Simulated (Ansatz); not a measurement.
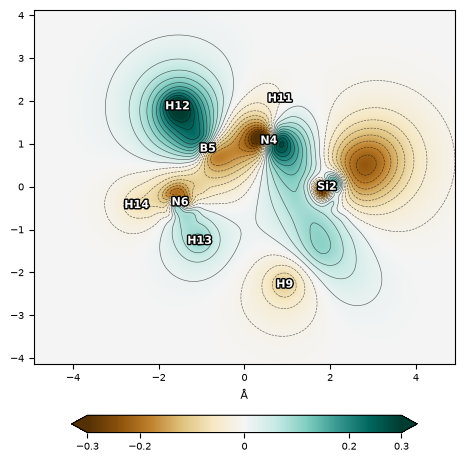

*CH8BFN2Si. The HOMO−1 on the plane of atoms N4, B5 and H12 (values in Å⁻³ᐟ²; the overall sign is arbitrary).*

Level of theory: RKS B3LYP/def2-SVP in Ansatz 0.2.0.

```yaml
atoms:
  - { symbol: C, position_ang: [0.0195, -0.2764, 1.7539] }
  - { symbol: Si, position_ang: [1.2564, -0.6677, 0.4080] }
  - { symbol: F, position_ang: [2.4652, 0.4280, 0.5560] }
  - { symbol: N, position_ang: [0.5784, -0.6200, -1.1856] }
  - { symbol: B, position_ang: [-0.5337, 0.0700, -1.7868] }
  - { symbol: N, position_ang: [-1.4328, 0.8999, -1.0918] }
  - { symbol: H, position_ang: [0.4522, -0.5214, 2.7373] }
  - { symbol: H, position_ang: [-0.9116, -0.8529, 1.6357] }
  - { symbol: H, position_ang: [-0.2278, 0.7979, 1.7704] }
  - { symbol: H, position_ang: [1.9037, -1.9931, 0.5908] }
  - { symbol: H, position_ang: [1.1137, -1.1587, -1.8627] }
  - { symbol: H, position_ang: [-0.7207, -0.0821, -2.9735] }
  - { symbol: H, position_ang: [-1.3929, 1.1149, -0.1038] }
  - { symbol: H, position_ang: [-2.2000, 1.3528, -1.5701] }
```

### Where does this orbital lie, and at what energy?

By Hirshfeld shares it lies mainly on N4 (about 20 %), N6 (about 20 %), B5 (about 20 %), H10 (about 10 %), Si2 (about 10 %) and H12 (about 5 %). Its energy is −8.67 eV.
